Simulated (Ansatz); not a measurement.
**TlGaF6 (R-3): what size, symmetry and threads cost in G0W0**

Aim: time one G0W0 calculation on TlGaF6 (R-3) in larger cells, without symmetry and on fewer threads.

Calculated with Ansatz 0.2.0; G0W0 on LDA, plane waves, PAW.

**1. Set-up**

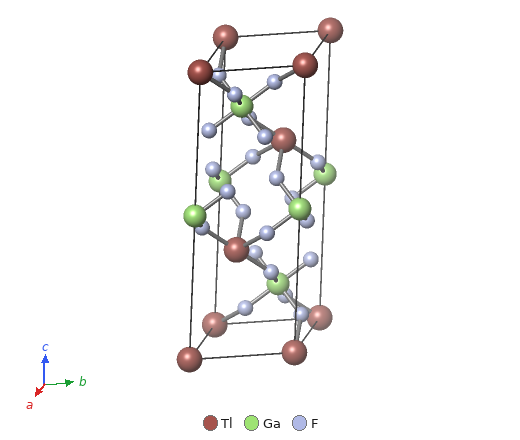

Start, viewed slightly off an axis; thallium brown, gallium green, fluorine light blue. This picture shows the conventional cell, with its axes. Bonds to atoms that aren't drawn are left out. Some periodic images of atoms are drawn too.

Structure file:

```cif
data_structure
_symmetry_space_group_name_H-M 'P 1'
_symmetry_Int_Tables_number 1
_cell_length_a 5.5705
_cell_length_b 5.5705
_cell_length_c 5.5705
_cell_angle_alpha 54.450
_cell_angle_beta 54.450
_cell_angle_gamma 54.450
_cell_volume 106.41
loop_
_atom_site_label
_atom_site_type_symbol
_atom_site_fract_x
_atom_site_fract_y
_atom_site_fract_z
_atom_site_occupancy
Tl1 Tl 0.00000 0.00000 0.00000 1
Ga2 Ga 0.50000 0.50000 0.50000 1
F3 F 0.87943 0.58045 0.27252 1
F4 F 0.58045 0.27252 0.87943 1
F5 F 0.27252 0.87943 0.58045 1
F6 F 0.41955 0.72748 0.12057 1
F7 F 0.72748 0.12057 0.41955 1
F8 F 0.12057 0.41955 0.72748 1
```

The cell and positions are those that the Materials Project relaxed with its own functionals (PBE, PBE+U or r2SCAN), kept fixed. Spin-orbit coupling is left out unless a step names it. The default PAW set here is soft_2. Its files were made with PBE.

**2. 8 atoms (1×1×1 cells), 2×2×2 mesh**

G0W0 replaces the xc potential by the self-energy, built once from these orbitals. Only a window of levels is corrected, while the sums run over the empty bands that the input names.

Contents of input.yaml:

```yaml
crystal:
  lattice:
    - [2.5484024353, 1.4713208321, 4.7298156209]
    - [-2.5484024353, 1.4713208321, 4.7298156209]
    - [0.0, -2.9426416641, 4.7298156209]
  atoms:
    - { symbol: Tl, position: [0.0, 0.0, 0.0] }
    - { symbol: Ga, position: [0.5, 0.5, 0.5] }
    - { symbol: F, position: [0.87943213, 0.58045027, 0.27252315] }
    - { symbol: F, position: [0.58045027, 0.27252315, 0.87943213] }
    - { symbol: F, position: [0.27252315, 0.87943213, 0.58045027] }
    - { symbol: F, position: [0.41954973, 0.72747685, 0.12056787] }
    - { symbol: F, position: [0.72747685, 0.12056787, 0.41954973] }
    - { symbol: F, position: [0.12056787, 0.41954973, 0.72747685] }
kpoints:
  mp_grid: { grid: [2, 2, 2] }
hamiltonian:
  xc: lda
scf:
  occupations: { method: fixed }
gw:
  n_empty_bands: 112
  ecut_chi: 60.0
  qp_bands: [v1, c1]
  qp_kpoints: band_edges
  screening: { model: contour_deformation }
```

On the command line:

```console
$ ansatz run input.yaml --threads 16 --pin off --max-ram 36864MiB --backend cpu --events-out ev --progress --plain --runs-dir out
```

Numbers of over 12 decimals in the logs are rounded to 6 here.

The log of the run:

```text
Engine: ansatz 0.2.0, aarch64-unknown-linux-gnu
Pseudopotentials: kind: paw
Pseudopotential: Tl, paw, valence charge 13, recommended cutoff 420 eV (normal), Tl.paw.azcp
Pseudopotential: Ga, paw, valence charge 13, recommended cutoff 420 eV (normal), Ga.paw.azcp
Pseudopotential: F, paw, valence charge 7, recommended cutoff 420 eV (normal), F.paw.azcp
Functional definition: SPW92
  exchange = slater_x
  correlation = pw_c
Crystal: 8 atoms, lattice volume = 106.407 Å³
Basis set: ecut = 420 eV, 2097 PW (Γ)
Bands: 42, of which v1, the nominal top of the filled ones, is band 34 counted from 1 (33 counted from 0)
Symmetry: 6 space group operations
Space group: R-3 (ITA 148), of the structure as read, at distance tolerance 4.7e-5 Å
k-points: 4 of 8
Non-local potential: Tl, projectors of the file, l = 0: 2, l = 1: 2, l = 2: 2, l = 3: 1
Non-local potential: Ga, projectors of the file, l = 0: 2, l = 1: 2, l = 2: 3, l = 3: 1
Non-local potential: F, projectors of the file, l = 0: 2, l = 1: 2, l = 2: 1
PAW form: soft (Blöchl's): semilocal exchange-correlation on the pseudo side does not see the compensation charge
PAW frozen core: Tl, regenerated for the run's functional, and the local potential with it (the file was generated under x = pbe(κ = 0.804, μ = 0.219515), c = pbe(β = 0.066725))
PAW frozen core: Ga, regenerated for the run's functional, and the local potential with it (the file was generated under x = pbe(κ = 0.804, μ = 0.219515), c = pbe(β = 0.066725))
PAW frozen core: F, regenerated for the run's functional, and the local potential with it (the file was generated under x = pbe(κ = 0.804, μ = 0.219515), c = pbe(β = 0.066725))
PAW one-centre angular grid: Tl, 590 points (default); XC on 64 Gauss nodes
PAW one-centre angular grid: Ga, 590 points (default); XC on 64 Gauss nodes
PAW one-centre angular grid: F, 110 points (default); XC on 64 Gauss nodes
Initial density: superposition of atomic densities (neutral atoms: chi_scale 0, normalization atom), corrected by the library's trained network
Initial wavefunctions: pseudopotential atomic-orbital guess
Functional: x = slater, c = lda
SCF iter   1: F=—  HF=-19616.943462 eV  |F-HF|=—  |Δ(HF+E_count)|=         —  Δρ=2.03e-2  dr2=3.02e-1  ethr=1.77e-3  ⟨swp⟩=4.8  Hψ=557  notcnv=0  defer=24
preconditioner: auto → Resta (q_TF=auto, 2.532 Å⁻¹)  ε∞=3.8  [insulator: Δε(μ)=2.610 eV  Ē_g=17.699 eV  n_scr=26 (ndim 8)  ℏωp=29.7 eV  f_vac=0.157  ε∞_Penn≈3.8]
SCF iter   2: F=—  HF=-19616.855530 eV  |F-HF|=—  |Δ(HF+E_count)|=   8.79e-2  Δρ=4.44e-3  dr2=8.10e-3  ethr=4.45e-4  ⟨swp⟩=2.0  Hψ=261  notcnv=0  defer=24
SCF iter   3: F=—  HF=-19616.853371 eV  |F-HF|=—  |Δ(HF+E_count)|=   2.16e-3  Δρ=1.88e-3  dr2=2.40e-3  ethr=1.19e-5  ⟨swp⟩=2.0  Hψ=260  notcnv=0  defer=24
SCF iter   4: F=—  HF=-19616.853091 eV  |F-HF|=—  |Δ(HF+E_count)|=   2.80e-4  Δρ=9.39e-4  dr2=6.15e-4  ethr=3.53e-6  ⟨swp⟩=2.0  Hψ=255  notcnv=0  defer=20
SCF iter   5: F=—  HF=-19616.852839 eV  |F-HF|=—  |Δ(HF+E_count)|=   2.52e-4  Δρ=2.31e-4  dr2=6.15e-5  ethr=9.04e-7  ⟨swp⟩=2.0  Hψ=219  notcnv=0  defer=11
SCF iter   6: F=—  HF=-19616.852835 eV  |F-HF|=—  |Δ(HF+E_count)|=   4.27e-6  Δρ=5.15e-5  dr2=4.76e-6  ethr=9.04e-8  ⟨swp⟩=2.5  Hψ=221  notcnv=0  defer=8
SCF iter   7: F=-19616.852836 eV  HF=-19616.852836 eV  |F-HF|=2.34e-8  |Δ(HF+E_count)|=   1.42e-6  Δρ=6.81e-6  dr2=8.00e-8  ethr=1.47e-10  ⟨swp⟩=6.5  Hψ=686  notcnv=0
SCF 1 converged in 7 iterations: F = -19616.852836 eV  dr2 = 8.00e-8
[...]
NSCF: frozen V_eff on 4 k-points
G₀W₀ screening: q 1/4
[... further progress lines ...]
NSCF: frozen V_eff on 1 k-points
NSCF: frozen V_eff on 1 k-points
[...]
SCF converged after 7 iterations
Free energy (F): -19616.852836 eV
Harris-Foulkes:  -19616.852836 eV  (|F-HF|=2.34e-8)
Internal energy: -19616.852836 eV  (E = F + TS)
E sigma→0 (E₀):  -19616.852836 eV
Fermi energy:    1.680209 eV
--- Per-component energies (eV) ---
  E_band       = -373.908943
  E_kinetic    = 1684.149237
  E_local      = -6856.459445  (includes V_loc(G=0)·N_el)
  E_nonlocal   = 1217.346479
  E_hartree    = 2754.517139
  E_xc         = -752.828005
  E_vxc        = -792.316806  (∫ρ·V_xc dr)
  E_paw        = -12933.527861  (= ΣΔE_a)
  E_vpaw       = -1135.684158  (= ΣTr[D̂ρ^β])
  E_aug_tail   = 0.012222  (compensation charges beyond the density's cutoff)
  E_ewald      = -4732.329031
  E_core_change = 2.266429  (= ΣΔE_core)
  E_smearing   = -0.000000  (= −TS)
  E_closure    = -0.000000  (closes the sum)
  Σ components = -19616.852836   (vs F -19616.852836, Δ=0.00e0)
--- Band table (eV) ---
  k-point 0: bands = [... 30 lower, 1.3029, 1.3029, 1.5549, 1.5549, 4.4550, 10.8140, 11.8679, 12.8877, ... 4 higher]
  k-point 1: bands = [... 30 lower, 1.2620, 1.3050, 1.4139, 1.4401, 5.9181, 9.1272, 11.9877, 12.8438, ... 4 higher]
  k-point 2: bands = [... 30 lower, 1.2438, 1.3136, 1.5966, 1.6802, 6.2049, 10.3386, 11.2336, 12.0364, ... 4 higher]
  k-point 3: bands = [... 30 lower, 1.3696, 1.3696, 1.4374, 1.4374, 5.9027, 8.9515, 12.7570, 13.3073, ... 4 higher]
--- G₀W₀: contour deformation, 6 samples at zero and on the imaginary axis and 1 off it, 8 q-points, 112 empty bands' worth ---
  eigenvalues of the whole cell's RPA ε∞ on this k-mesh (on a slab, of 1 + 4πα/V) = 2.9158, 2.9158, 3.0339; static W/v taken at q = 0 is 0.338719
  gw.qp_kpoints: band_edges: 4 of 4 stored k-points solved, in 1 pass; an edge of the gap read off the rows below is read off those points alone
    ik  band        ε_KS         Σx   Σc(E_QP)       V_xc       Z   E_QP_lin       E_QP  E_QP is
     0    34      1.5549   -32.7538     6.0207   -25.4373  0.7378     0.2081     0.2591  root
     0    35      4.4550   -14.9498    -2.7981   -19.2645  0.8127     6.0111     5.9716  root
     1    34      1.4401   -32.4971     6.0852   -25.1224  0.7358     0.0990     0.1506  root
     1    35      5.9181   -16.7388    -2.9982   -21.5640  0.8006     7.8202     7.7450  root
     2    34      1.6802   -32.7286     6.1360   -25.2821  0.7359     0.3174     0.3698  root
     2    35      6.2049   -17.4172    -3.0039   -22.2753  0.7967     8.1385     8.0591  root
     3    34      1.4374   -32.4222     6.1685   -24.9548  0.7338     0.0856     0.1386  root
     3    35      5.9027   -16.8063    -2.9349   -21.5389  0.7996     7.7733     7.7004  root
```

The job ended after 2.5 s (16 threads of Arm Neoverse V1, shared host; peak memory 0.55 GiB; 18 s of CPU time).

In the SCF lines HF is the Harris–Foulkes energy and dr2 the Hartree energy of the density residual, in eV; the loop may stop once dr2 is under the threshold and the program's other checks hold. Hψ counts applications of the Hamiltonian.

This step gave:

| Item | Value |
| --- | --- |
| bands summed | 146 |
| RPA ε∞ on this mesh (eigenvalues) | 2.916, 2.916, 3.034 |
| plane waves in the screening matrix | 119 |
| q-points in the mesh | 8 |
| G0W0 gap on the mesh | 5.602 eV |
| k of the valence top | 0, -0.5, -0.5 |
| k of the conduction bottom | 0, 0, 0 |
| starting gap on the mesh | 2.775 eV |
| Z at the valence top | 0.7359 |
| Z at the conduction bottom | 0.8127 |
| least direct G0W0 gap on the computed points | 5.713 eV |

The gap on the mesh goes from 2.77 eV to 5.60 eV, a correction of +2.83 eV. Between the two edge states, bare exchange in place of the xc potential would open the gap by 11.76 eV, and correlation takes back 8.93 eV.

**3. No symmetry, 2×2×2 mesh**

input.yaml, as its differences from that of step 2:

```diff
@@ -14,2 +14,3 @@
     - { symbol: F, position: [0.12056787, 0.41954973, 0.72747685] }
+  symmetry: { detect: false }
 kpoints:
```

The log of the run:

```text
[...]
Crystal: 8 atoms, lattice volume = 106.407 Å³
Basis set: ecut = 420 eV, 2097 PW (Γ)
Bands: 42, of which v1, the nominal top of the filled ones, is band 34 counted from 1 (33 counted from 0)
Symmetry: 1 space group operations
k-points: 8
[...]
SCF iter   1: F=—  HF=-19616.943451 eV  |F-HF|=—  |Δ(HF+E_count)|=         —  Δρ=2.03e-2  dr2=3.03e-1  ethr=1.77e-3  ⟨swp⟩=4.9  Hψ=1111  notcnv=0  defer=48
[...]
3    35      6.2049   -17.4172    -3.0039   -22.2753  0.7967     8.1385     8.0591  root
[...]
6    34      1.6802   -32.7286     6.1360   -25.2821  0.7359     0.3174     0.3698  root
     6    35      6.2049   -17.4172    -3.0039   -22.2753  0.7967     8.1385     8.0591  root
     7    34      1.4374   -32.4222     6.1685   -24.9548  0.7338     0.0856     0.1386  root
     7    35      5.9028   -16.8063    -2.9349   -21.5389  0.7996     7.7733     7.7004  root
[key lines of the parts left out:]
SCF converged after 7 iterations
Free energy (F): -19616.852836 eV
Fermi energy:    1.680236 eV
```

The job ended after 4 s (16 threads; peak memory 0.77 GiB; 41 s of CPU time).

Numbers from this step:

* bands summed: 146
* RPA ε∞ on this mesh (eigenvalues): 2.916, 2.916, 3.034
* plane waves in the screening matrix: 119
* G0W0 gap on the mesh: 5.602 eV
* k of the valence top: -0.5, -0.5, 0
* k of the conduction bottom: 0, 0, 0
* starting gap on the mesh: 2.775 eV
* least direct G0W0 gap on the computed points: 5.713 eV

Against the run with 2×2×2 mesh, 112 empty bands, screening to 60 eV, the gap moves by +0.000 eV.

**4. 1 thread, 2×2×2 mesh**

input.yaml, as its differences from that of step 3:

```diff
@@ -14,3 +14,2 @@
     - { symbol: F, position: [0.12056787, 0.41954973, 0.72747685] }
-  symmetry: { detect: false }
 kpoints:
```

On the command line:

```console
$ ansatz run input.yaml --threads 1 --pin off --max-ram 36864MiB --backend cpu --events-out ev --progress --plain --runs-dir out
```

The log of the run:

```text
[...]
Crystal: 8 atoms, lattice volume = 106.407 Å³
Basis set: ecut = 420 eV, 2097 PW (Γ)
Bands: 42, of which v1, the nominal top of the filled ones, is band 34 counted from 1 (33 counted from 0)
Symmetry: 6 space group operations
[...]
k-points: 4 of 8
[...]
1    34      1.4401   -32.4971     6.0852   -25.1224  0.7358     0.0990     0.1506  root
     1    35      5.9181   -16.7388    -2.9982   -21.5640  0.8006     7.8202     7.7450  root
     2    34      1.6802   -32.7286     6.1360   -25.2821  0.7359     0.3174     0.3698  root
     2    35      6.2049   -17.4172    -3.0039   -22.2753  0.7967     8.1385     8.0591  root
     3    34      1.4374   -32.4222     6.1685   -24.9548  0.7338     0.0856     0.1386  root
     3    35      5.9027   -16.8063    -2.9349   -21.5389  0.7996     7.7733     7.7004  root
[key lines of the parts left out:]
SCF converged after 7 iterations
Free energy (F): -19616.852836 eV
Fermi energy:    1.680209 eV
```

It took 12 s on 1 thread; peak memory 0.34 GiB.

Numbers from this step:

```
bands summed                                 : 146
RPA ε∞ on this mesh (eigenvalues)            : 2.916, 2.916, 3.034
plane waves in the screening matrix          : 119
G0W0 gap on the mesh                         : 5.602 eV
k of the valence top                         : 0, -0.5, -0.5
k of the conduction bottom                   : 0, 0, 0
starting gap on the mesh                     : 2.775 eV
least direct G0W0 gap on the computed points : 5.713 eV
```

Against the run with 2×2×2 mesh, 112 empty bands, screening to 60 eV, the gap moves by +0.000 eV.

**5. 2 threads, 2×2×2 mesh**

input.yaml is that of step 4.

On the command line:

```console
$ ansatz run input.yaml --threads 2 --pin off --max-ram 36864MiB --backend cpu --events-out ev --progress --plain --runs-dir out
```

The log of the run:

```text
[...]
Crystal: 8 atoms, lattice volume = 106.407 Å³
Basis set: ecut = 420 eV, 2097 PW (Γ)
Bands: 42, of which v1, the nominal top of the filled ones, is band 34 counted from 1 (33 counted from 0)
Symmetry: 6 space group operations
[...]
k-points: 4 of 8
[...]
1    34      1.4401   -32.4971     6.0852   -25.1224  0.7358     0.0990     0.1506  root
     1    35      5.9181   -16.7388    -2.9982   -21.5640  0.8006     7.8202     7.7450  root
     2    34      1.6802   -32.7286     6.1360   -25.2821  0.7359     0.3174     0.3698  root
     2    35      6.2049   -17.4172    -3.0039   -22.2753  0.7967     8.1385     8.0591  root
     3    34      1.4374   -32.4222     6.1685   -24.9548  0.7338     0.0856     0.1386  root
     3    35      5.9027   -16.8063    -2.9349   -21.5389  0.7996     7.7733     7.7004  root
[key lines of the parts left out:]
SCF converged after 7 iterations
Free energy (F): -19616.852836 eV
Fermi energy:    1.680209 eV
```

The job ended after 6.2 s (2 threads; peak memory 0.41 GiB; 12 s of CPU time).

Numbers from this step:

- bands summed: 146
- RPA ε∞ on this mesh (eigenvalues): 2.916, 2.916, 3.034
- plane waves in the screening matrix: 119
- G0W0 gap on the mesh: 5.602 eV
- k of the valence top: 0, -0.5, -0.5
- k of the conduction bottom: 0, 0, 0
- starting gap on the mesh: 2.775 eV
- least direct G0W0 gap on the computed points: 5.713 eV

Against the run with 2×2×2 mesh, 112 empty bands, screening to 60 eV, the gap moves by +0.000 eV.

**6. 4 threads, 2×2×2 mesh**

input.yaml is that of step 5.

On the command line:

```console
$ ansatz run input.yaml --threads 4 --pin off --max-ram 36864MiB --backend cpu --events-out ev --progress --plain --runs-dir out
```

The log of the run:

```text
[...]
Crystal: 8 atoms, lattice volume = 106.407 Å³
Basis set: ecut = 420 eV, 2097 PW (Γ)
Bands: 42, of which v1, the nominal top of the filled ones, is band 34 counted from 1 (33 counted from 0)
Symmetry: 6 space group operations
[...]
k-points: 4 of 8
[...]
1    34      1.4401   -32.4971     6.0852   -25.1224  0.7358     0.0990     0.1506  root
     1    35      5.9181   -16.7388    -2.9982   -21.5640  0.8006     7.8202     7.7450  root
     2    34      1.6802   -32.7286     6.1360   -25.2821  0.7359     0.3174     0.3698  root
     2    35      6.2049   -17.4172    -3.0039   -22.2753  0.7967     8.1385     8.0591  root
     3    34      1.4374   -32.4222     6.1685   -24.9548  0.7338     0.0856     0.1386  root
     3    35      5.9027   -16.8063    -2.9349   -21.5389  0.7996     7.7733     7.7004  root
[key lines of the parts left out:]
SCF converged after 7 iterations
Free energy (F): -19616.852836 eV
Fermi energy:    1.680209 eV
```

The job ended after 3.5 s (4 threads; peak memory 0.53 GiB).

(Unchanged from step 4.)

Against the run with 2×2×2 mesh, 112 empty bands, screening to 60 eV, the gap moves by +0.000 eV.

**7. 8 threads, 2×2×2 mesh**

input.yaml is that of step 6.

On the command line:

```console
$ ansatz run input.yaml --threads 8 --pin off --max-ram 36864MiB --backend cpu --events-out ev --progress --plain --runs-dir out
```

The log of the run:

```text
[...]
Crystal: 8 atoms, lattice volume = 106.407 Å³
Basis set: ecut = 420 eV, 2097 PW (Γ)
Bands: 42, of which v1, the nominal top of the filled ones, is band 34 counted from 1 (33 counted from 0)
Symmetry: 6 space group operations
[...]
k-points: 4 of 8
[...]
1    34      1.4401   -32.4971     6.0852   -25.1224  0.7358     0.0990     0.1506  root
     1    35      5.9181   -16.7388    -2.9982   -21.5640  0.8006     7.8202     7.7450  root
     2    34      1.6802   -32.7286     6.1360   -25.2821  0.7359     0.3174     0.3698  root
     2    35      6.2049   -17.4172    -3.0039   -22.2753  0.7967     8.1385     8.0591  root
     3    34      1.4374   -32.4222     6.1685   -24.9548  0.7338     0.0856     0.1386  root
     3    35      5.9027   -16.8063    -2.9349   -21.5389  0.7996     7.7733     7.7004  root
[key lines of the parts left out:]
SCF converged after 7 iterations
Free energy (F): -19616.852836 eV
Fermi energy:    1.680209 eV
```

It took 2.4 s on 8 threads; peak memory 0.54 GiB.

Numbers from this step:

* bands summed: 146
* RPA ε∞ on this mesh (eigenvalues): 2.916, 2.916, 3.034
* plane waves in the screening matrix: 119
* G0W0 gap on the mesh: 5.602 eV
* k of the valence top: 0, -0.5, -0.5
* k of the conduction bottom: 0, 0, 0
* starting gap on the mesh: 2.775 eV
* least direct G0W0 gap on the computed points: 5.713 eV

Against the run with 2×2×2 mesh, 112 empty bands, screening to 60 eV, the gap moves by +0.000 eV.

(Part 1 of 2 ends here.)

[Paths, hosts, dates, memory and timing lines, banners, echoed tables and standing remarks are left out of the program output.]

[Logs are printed without paths, hosts, clocks, repeated set-up lines and the standing remarks that a program may print on its own settings, such as how far it seeks lower states.]

[Runs of the session that timed out or met a known fault of the program may be left out.]

[Cells called generated may have been cut or substituted from an entry of the Crystallography Open Database or the Materials Project.]

[Hosts, paths, dates, database ids (printed as entryN), source tags and the programs' standing remarks are cut or masked in the printed files.]
